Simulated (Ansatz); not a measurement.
```xyz
9

C    -0.1882    0.9297   -1.3306
S     0.5429   -0.4565   -0.4281
C    -0.2652   -0.5678    1.0944
Si    0.4976   -0.6614    2.6660
H     0.1341    1.8416   -0.8109
H    -1.2824    0.8473   -1.3432
H     0.2288    0.9079   -2.3479
H    -0.0088   -1.4678   -1.1587
H    -1.3681   -0.5878    1.0589
```

The calculation used Ansatz, RKS PBE0-D4/def2-SVP.

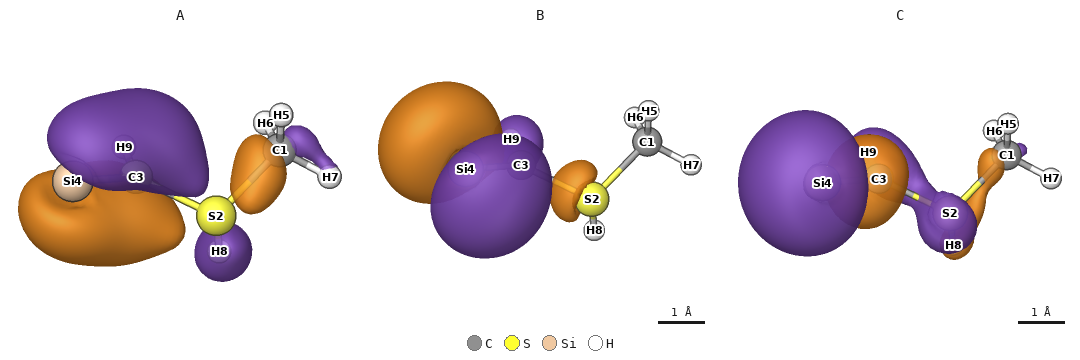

C₂H₅SSi (charge +1). Three frontier orbitals at ±0.1 Å⁻³ᐟ² (orange and purple are the two phases), in no order.

> Which picture is the HOMO−1, the HOMO and the LUMO?

C is the HOMO−1 (−12.84 eV). It lies mainly on Si4 (about 70 %) and C3 (about 20 %). A is the HOMO (−12.15 eV). It lies mainly on C3 (about 50 %), Si4 (about 30 %) and S2 (about 10 %); π-bonding across C3–Si4. B is the LUMO (−7.74 eV). It lies mainly on Si4 (about 85 %) and C3 (about 10 %).

> What is the HOMO–LUMO gap?

4.41 eV between the orbital energies.
